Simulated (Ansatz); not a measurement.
```yaml
atoms:
  - { symbol: F, position_ang: [-1.6261, -0.1235, 0.9833] }
  - { symbol: In, position_ang: [-0.0506, 0.1486, -0.1428] }
  - { symbol: Br, position_ang: [1.7626, -1.3950, 0.5230] }
  - { symbol: H, position_ang: [-0.0305, 1.3096, -1.3838] }
```

Core potentials replace the inner electrons of In.

All numbers below come from Ansatz 0.2.0, RKS r2SCAN-D4/def2-SVP.

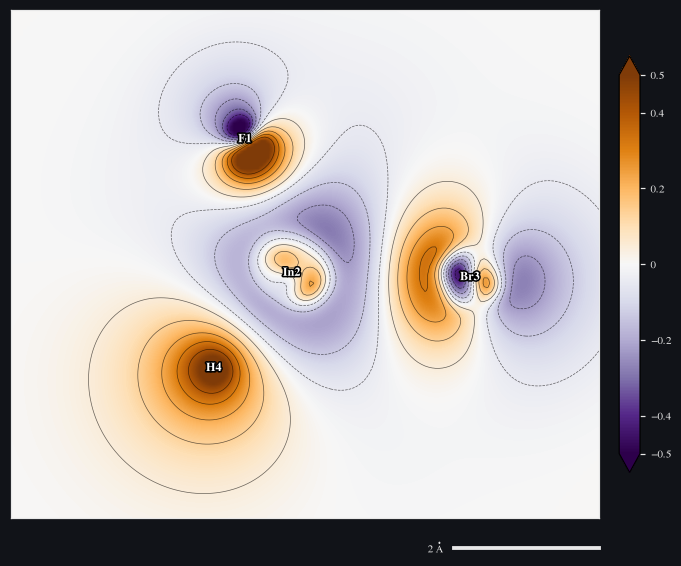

BrFHIn (SMILES [F][InH][Br]). One frontier orbital on the molecular plane (values in Å⁻³ᐟ²; the overall sign is arbitrary).

Question: Which orbital is it: HOMO or LUMO?

Answer: The LUMO, at −2.50 eV. Its weight (Hirshfeld) is mainly on In2 (about 50 %), Br3 (about 20 %), H4 (about 20 %) and F1 (about 10 %); it is symmetric in the molecular plane (an in-plane orbital: σ, lone-pair or in-plane π type).
